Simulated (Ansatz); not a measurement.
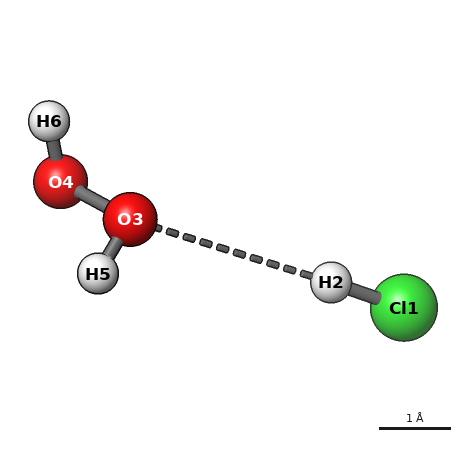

Two molecules or ions; the broken line marks their closest contact (measured against van der Waals radii). Geometry: a pair of rigid molecules at a changed separation. Program: Ansatz 0.2.0.

> Which two species are they?

HCl and H2O2 (`Cl.OO`).

> How long is the contact?

H2···O3 is 3.46 Å.

Give the counterpoise-corrected interaction energy (kJ/mol, monomers kept as in the pair) with RHF-CCSD(T) (frozen core)/def2-TZVPPD.

```
                                level  interaction energy (kJ/mol)
RHF-CCSD(T) (frozen core)/def2-TZVPPD                         −5.1
```
